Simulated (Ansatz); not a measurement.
# H2N2Si: the cost of one run

Program: Ansatz 0.2.0. Level of theory: CCSD(T) on Hartree-Fock, Gaussian basis aug-cc-pVTZ. These are calculated values, not measurements.

### 1 The structure to begin with

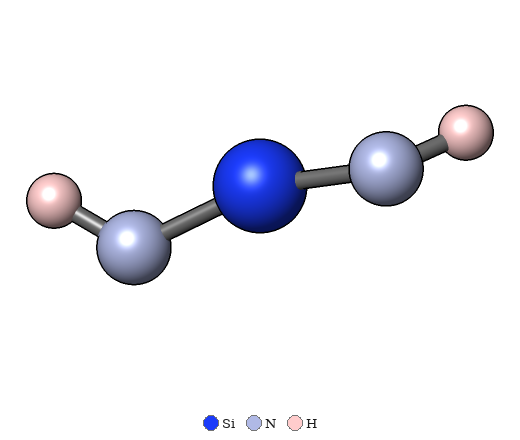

The starting structure, seen from a chosen angle (silicon blue, nitrogen light blue, hydrogen pink).

As a file:

```xyz
5

Si    0.1734    0.2128   -0.0067
N     0.0033   -0.0355    1.5502
N    -0.0216    0.0309   -1.5699
H     0.7459    0.0144    2.2316
H    -0.0838    0.7831   -2.2395
```

### 2 Relaxing the atoms: H2N2Si

The input, input.yaml:

```yaml
relax:
  f_tol: 0.001
  max_steps: 200
crystal:
  periodic: [false, false, false]
  atoms:
    - { symbol: Si, position_ang: [0.173414, 0.212844, -0.006717] }
    - { symbol: "N", position_ang: [0.003339, -0.035528, 1.550184] }
    - { symbol: "N", position_ang: [-0.02156, 0.030888, -1.569873] }
    - { symbol: H, position_ang: [0.745854, 0.014415, 2.231558] }
    - { symbol: H, position_ang: [-0.083804, 0.783084, -2.239522] }
basis:
  gaussian: { orbitals: aug-cc-pVTZ }
hamiltonian:
  xc: hf
correlation:
  method: ccsd_t
```

Command:

```bash
$ ansatz run input.yaml --threads 8 --pin off --max-ram 16384MiB --backend cpu --events-out ev --progress --plain --runs-dir out
```

Q: Estimate wall time and peak memory on 8 threads of Intel Xeon 6975P-C (Granite Rapids), shared host.

About 4.3 min, with a peak of 5.2 GiB.
